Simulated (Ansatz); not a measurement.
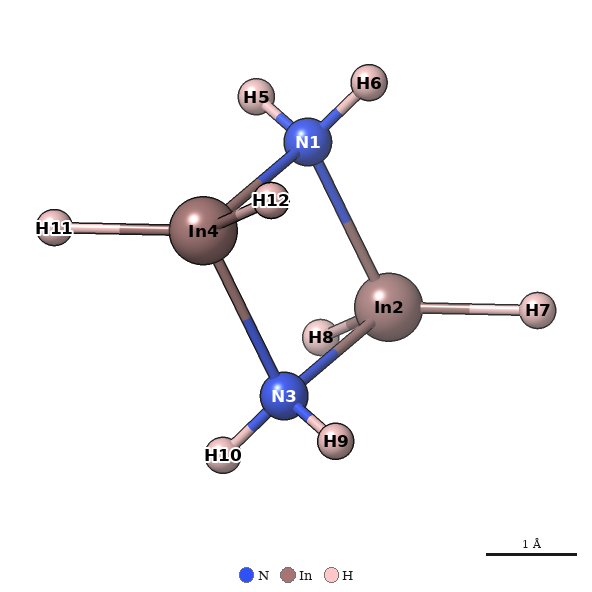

Orthographic view. Distant atoms are faded towards the background colour. The geometry was computed by an optimisation with PBE0-D4/def2-TZVP.

Write a Z-matrix (Å, degrees) in the order of the atom numbers, with these reference atoms: 2 to 1; 3 to 2, 1; 4 to 1, 2, 3; 5 to 1, 4, 3; 6 to 1, 5, 4; 7 to 2, 3, 4; 8 to 2, 7, 1; 9 to 3, 2, 7; 10 to 3, 9, 2; 11 to 4, 1, 6; 12 to 4, 11, 1.

```
N  
In   1   2.218
N    2   2.218   1    83.3
In   1   2.218   2    96.7   3     0.0
H    1   1.013   4   113.5   3   119.2
H    1   1.013   5   106.3   4  -125.5
H    2   1.721   3   108.3   4   107.2
H    2   1.721   7   130.2   1   135.5
H    3   1.013   2   113.5   7   -12.1
H    3   1.013   9   106.3   2   125.5
H    4   1.721   1   108.3   6   133.6
H    4   1.721  11   130.2   1   135.6
```
